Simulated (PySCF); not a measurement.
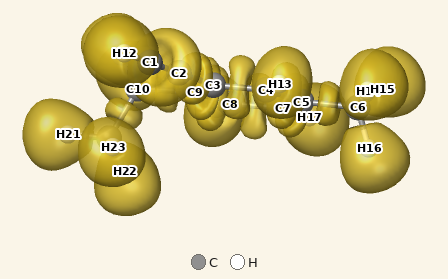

*C11H12 (SMILES C#Cc1cc(C)ccc1CC). Isosurface of the electron localisation function at 0.75 (yellow), seen from one side. Core shells and regions of very low density are left out.*

Geometry: PBE0-D3(BJ)/def2-SVP.

Computed with PBE0/pcSseg-1, SCF density, gas phase, non-relativistic in PySCF.

```xyz
23

C    -0.4350    3.5552    0.3799
C     0.0287    2.4481    0.1972
C     0.5838    1.1471   -0.0136
C     1.9759    0.9740    0.0621
C     2.5721   -0.2695   -0.1406
C     4.0589   -0.4474   -0.0326
C     1.7352   -1.3537   -0.4321
C     0.3557   -1.1925   -0.5108
C    -0.2526    0.0480   -0.3060
C    -1.7479    0.1947   -0.3549
C    -2.3885    0.1811    1.0314
H    -0.8457    4.5346    0.5402
H     2.5971    1.8452    0.2826
H     4.5852    0.5161   -0.0812
H     4.4461   -1.0890   -0.8384
H     4.3312   -0.9263    0.9226
H     2.1729   -2.3410   -0.6049
H    -0.2744   -2.0553   -0.7449
H    -2.0050    1.1365   -0.8657
H    -2.1662   -0.6220   -0.9646
H    -3.4815    0.2915    0.9622
H    -2.1736   -0.7622    1.5569
H    -2.0037    1.0061    1.6494
```

> Describe the localisation domains.

The surface consists of eleven regions between bonded C–C atoms (shared pairs) and twelve regions around hydrogen nuclei. Profiles from the grid: C–C (1.21 Å): the ELF peaks at about 0.85 between the atoms; a short, multiple covalent bond. C–H (1.07 Å): the ELF climbs to about 1 towards the hydrogen, as it does in any bond to H; an ordinary covalent bond to hydrogen.
